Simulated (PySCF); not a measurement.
# ErH2O (Er(H2O)3+): the cost of one run

Computed with PySCF 2.14.0. Level: PBE, Er lcecp-1-SVP with ECP57, O def2-SVP, H def2-SVP; scalar-relativistic core potentials, no spin–orbit coupling.

3 further runs of the same task are left out: 2 for a known fault of the program, 1 that didn't finish.

## 1. The system as given

4 atoms, charge 3, spin multiplicity 1.

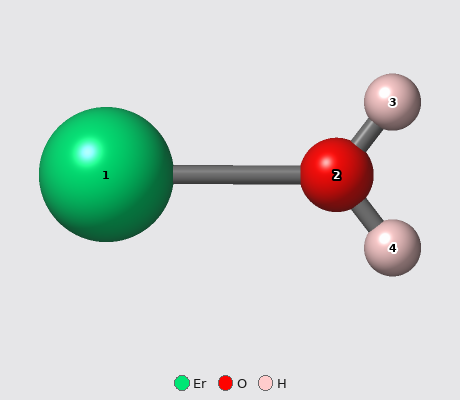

The starting geometry (erbium green, oxygen red, hydrogen pink); atoms are numbered from 1 in the order of the file.

Coordinates:

```xyz
4

Er    0.0000    0.0000    0.0000
O     0.0000    0.0000    2.4225
H     0.7700    0.0000    3.0125
H    -0.7700    0.0000    3.0125
```

Formal oxidation states: Er +3. Each metal's 11 4f electrons lie in its core potential, so multiplicities, spins and levels count the valence alone.

## 2. SCF at the start, singlet

run.py (the lines that set the calculation)

```python
mol = gto.M(atom='''
Er     0.00000     0.00000     0.00000
O      0.00000     0.00000     2.42250
H      0.77000     0.00000     3.01250
H     -0.77000     0.00000     3.01250''',
    basis={'Er': 'lcecp-1-SVP', 'O': 'def2-SVP', 'H': 'def2-SVP'},
    ecp={'Er': 'lcecp-1-SVP'},
    charge=3, spin=0)
mf = dft.RKS(mol, xc='PBE')
mf.grids.atom_grid = (50, 194)  # f atoms: unpruned, at least (60, 302)
mf = mf.density_fit()  # fitting sets: Er AutoAux, O def2-universal-JKFIT, H def2-universal-JKFIT
mf.conv_tol = 1e-08; mf.max_cycle = 55
mf.kernel(dm0)  # dm0: free metal ions and neutral atoms
```

On the command line:

```
OMP_NUM_THREADS=2 python run.py
```

Q: Estimate wall time and peak memory on 2 threads of Arm Neoverse V1, shared host.

About 2.2 s, with a peak of 0.33 GiB.
